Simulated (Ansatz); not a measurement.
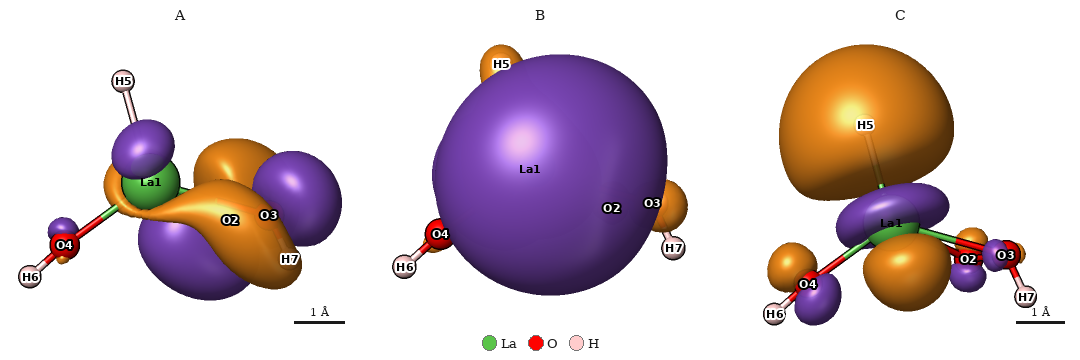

Figure. H3LaO3. Three frontier orbitals at ±0.06 Å⁻³ᐟ² (orange and purple are the two phases), in no order.

Geometry: r2SCAN-D4/def2-SVP; core potentials replace the inner electrons of La.

The calculation used Ansatz, RKS PBE0-D4/def2-TZVP.

Input file:

```
crystal:
  periodic: [false, false, false]
  atoms:
    - {symbol: La, position_ang: [-0.185511, 0.321187, 0.622450]}
    - {symbol: O, position_ang: [1.405413, 0.193390, -1.026750]}
    - {symbol: O, position_ang: [1.974687, -0.762816, -0.046612]}
    - {symbol: O, position_ang: [-2.186448, -0.130394, -0.065962]}
    - {symbol: H, position_ang: [-0.133825, 2.236519, 1.649579]}
    - {symbol: H, position_ang: [-3.008436, -0.318632, -0.526283]}
    - {symbol: H, position_ang: [2.134121, -1.539263, -0.606432]}
basis:
  gaussian: {orbitals: def2-TZVP, initial_orbitals: start.molden}
hamiltonian: {xc: pbe0, dispersion: d4}
scf: {omitted_lower_state_checks: [starts]}
output: {orbitals: {seedname: orbitals}}
```

Command:

```sh
ansatz run in.yaml --threads 4 --pin off --events-out ev --progress --plain --max-ram 3916MiB
```

Order the three orbitals by energy and name them.

A is the HOMO−1 (−7.47 eV). Its weight (Hirshfeld) is mainly on O2 (about 65 %) and O3 (about 25 %); π-antibonding (π*) across O2–O3. C is the HOMO (−6.20 eV). Its weight (Hirshfeld) is mainly on H5 (about 60 %) and La1 (about 40 %). B is the LUMO (−1.51 eV). It lies mainly on La1 (about 95 %).

What is the HOMO–LUMO gap?

4.69 eV between the orbital energies.
